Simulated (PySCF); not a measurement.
Vertical excitations of a molecule CH₅ClFNSi from TDA-CAM-B3LYP/def2-SVPD run with PySCF, as energy in eV (oscillator strength): 7.13 (0.039), 8.25 (0.013), 8.49 (0.120), 8.60 (0.031), 8.73 (0.014), 9.00 (0.028), 9.04 (0.013), 9.38 (0.010), 9.46 (0.071), 9.54 (0.089). Lowest triplet (TDA): 6.70 eV. The structure is a stationary point at r2SCAN-D4/def2-SVP. Other conformers were not sampled.

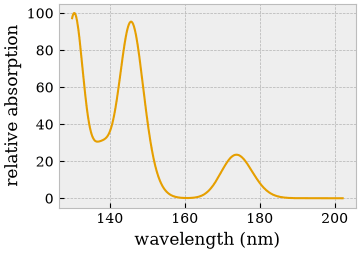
Figure. The lines broadened by 0.4 eV.

Problem. Pick the molecule that these values belong to.
(A) NC[Si@H](F)Cl
(B) CN[Si@H](F)Cl
(C) C[Si@@](N)(F)Cl
(D) N[Si@@H](Cl)CF

Solution. C, C[Si@@](N)(F)Cl
